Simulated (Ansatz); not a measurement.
System: C$_{2}$HF$_{3}$Ti (SMILES C#[C][Ti]([F])([F])[F]).

Input

```
crystal:
  periodic: [false, false, false]
  atoms:
    - {symbol: C, position_ang: [0.030069, -1.541550, 1.426817]}
    - {symbol: C, position_ang: [0.018575, -0.655408, 0.597779]}
    - {symbol: Ti, position_ang: [-0.002710, 0.810019, -0.773153]}
    - {symbol: F, position_ang: [-1.238337, 0.453982, -1.943703]}
    - {symbol: F, position_ang: [1.557044, 0.872805, -1.539262]}
    - {symbol: F, position_ang: [-0.344281, 2.313749, 0.030529]}
    - {symbol: H, position_ang: [0.040937, -2.321697, 2.155292]}
basis:
  gaussian: {orbitals: def2-TZVPP}
hamiltonian: {xc: pbe0, dispersion: d4}
output: {orbitals: {seedname: orbitals}}
```

Command:

```sh
ansatz run in.yaml --threads 4 --pin off --events-out ev --progress --plain --max-ram 10444MiB
```

Geometry: PBE0-D4/def2-TZVP.

All numbers below come from Ansatz, RKS PBE0-D4/def2-TZVPP.

### What will maps of the electron density and electron localisation function show?

C–C (1.21 Å): the density is about 2.8 e/Å³ at the midpoint; the ELF peaks at about 0.85 between the atoms: a short, multiple covalent bond.
Ti–F (1.74 Å): ρ is about 1.2 e/Å³ halfway; the ELF peaks at about 0.80 in the valence shell of F, 0.5 Å from its nucleus, and drops to about 0.25 between the two atoms.
C–Ti (2.01 Å): the density is about 0.81 e/Å³ at the midpoint; the ELF peaks at about 0.95 in the valence shell of C, 0.7 Å from its nucleus, and is about 0.50 at the midpoint.
C–H (1.07 Å): ρ at the midpoint is about 2.1 e/Å³; the ELF climbs to about 1 towards the hydrogen, as it does in any bond to H (an ordinary covalent bond to hydrogen).

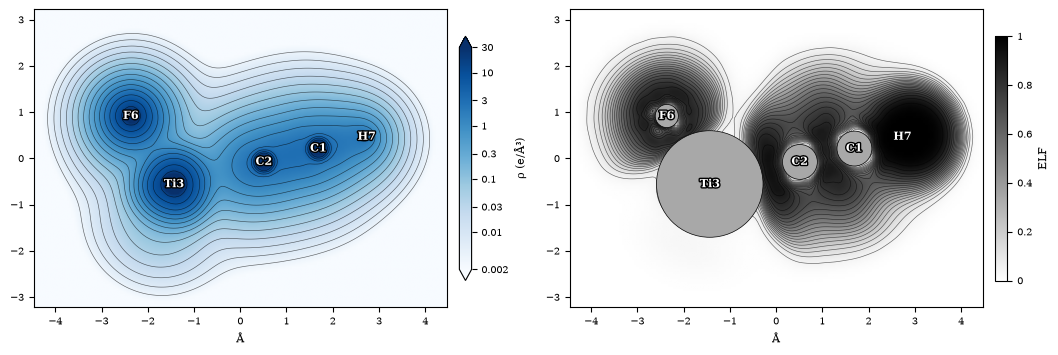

Computed electron density and electron localisation function on the plane of atoms C2, Ti3 and F6, in this order. Grey discs cover the atomic cores in the ELF map. 
